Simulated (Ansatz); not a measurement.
Reaction (SMILES): Cl[CH]Cl → [CH-](Cl)Cl (an electron is taken up)
B3LYP-D3(BJ)/def2-TZVP geometries, fixed; electronic energies without zero-point terms; positive where energy is released.
Largest species:
```xyz
4

C      0.1584    -0.0036     0.6688
Cl    -0.0688     1.4728    -0.1507
Cl    -0.0358    -1.4714    -0.1744
H      0.8276    -0.0029     1.5147
```
Charge 0, spin multiplicity 2.

Basis-set convergence of the adiabatic electron affinity at MP2 with Ansatz (a quantum-chemistry and plane-wave program). Cartesian d functions, on some or all atoms, in 6-31G**, 6-311+G**; all else is spherical. Cores are frozen. Open shells are unrestricted. No added dispersion term, no relativity. Functions are those of the species that has most. Reference: Hartree-Fock in aug-cc-pV(Q+d)Z plus the correlation part extrapolated as X^-3 from aug-cc-pV(T+d)Z and aug-cc-pV(Q+d)Z, 1.395 eV, itself unsure by roughly 0.021 eV (a third of the extrapolation step and of the last Hartree-Fock step). Deviations are taken from unrounded values.

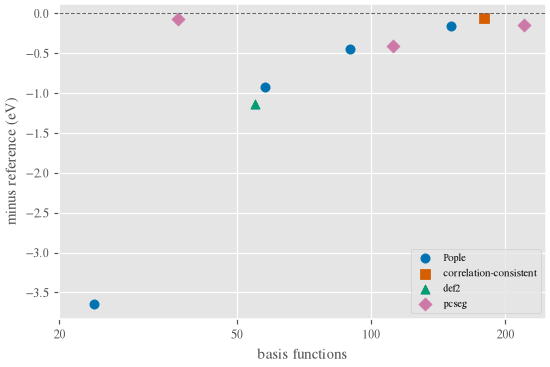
Figure. Deviation from the reference against the number of basis functions, by family of sets.

| basis | functions | adiabatic electron affinity (eV) | minus reference (eV) |
|---|---|---|---|
| STO-3G | 24 | -2.253 | -3.648 |
| pcseg-0 | 37 | 1.329 | -0.066 |
| def2-SVP | 55 | 0.265 | -1.130 |
| 6-31G** | 58 | 0.478 | -0.918 |
| 6-311+G** | 90 | 0.950 | -0.446 |
| pcseg-2 | 112 | 0.988 | -0.408 |
| 6-311++G(3df,3pd) | 151 | 1.232 | -0.163 |
| aug-cc-pV(T+d)Z | 179 | 1.331 | -0.064 |
| pcseg-3 | 221 | 1.255 | -0.140 |
